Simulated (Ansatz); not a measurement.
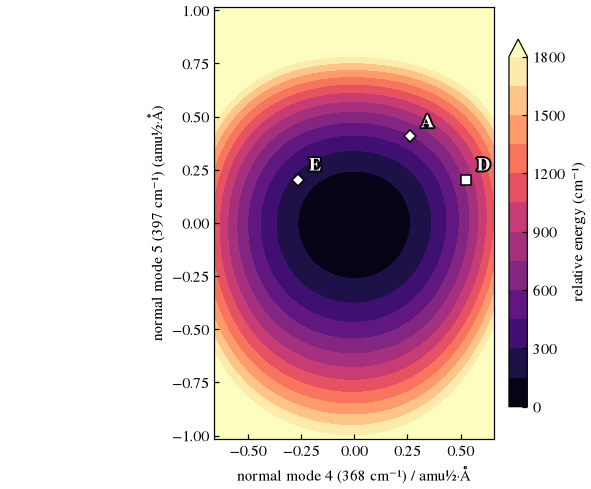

ClGeH₄Si, SMILES [SiH3][GeH][Cl], spin multiplicity 2. 
- Coordinates scanned: (1) normal mode 4 (368 cm⁻¹); (2) normal mode 5 (397 cm⁻¹).
- Nothing is relaxed (straight displacements along the two mass-weighted modes).
- The grid has 11 × 11 points.
- Points are written as (first, second).
- Energies: cm⁻¹, counted from the lowest grid point.
- Method: Ansatz, UKS PBE-D4/def2-SVP.

In the figure: filled contours, one colour for all values above the top of the scale, lettered points. Between grid points the surface is interpolated.

> What kind of point is each of A, D, E: minimum, saddle, maximum or slope?

A: on a slope; D: on a slope; E: on a slope. (In these two coordinates alone; a stationary point may lie a little off the grid point.)

> Rank the lettered points by energy, lowest first.

E (250 cm⁻¹), A (582 cm⁻¹), D (785 cm⁻¹).
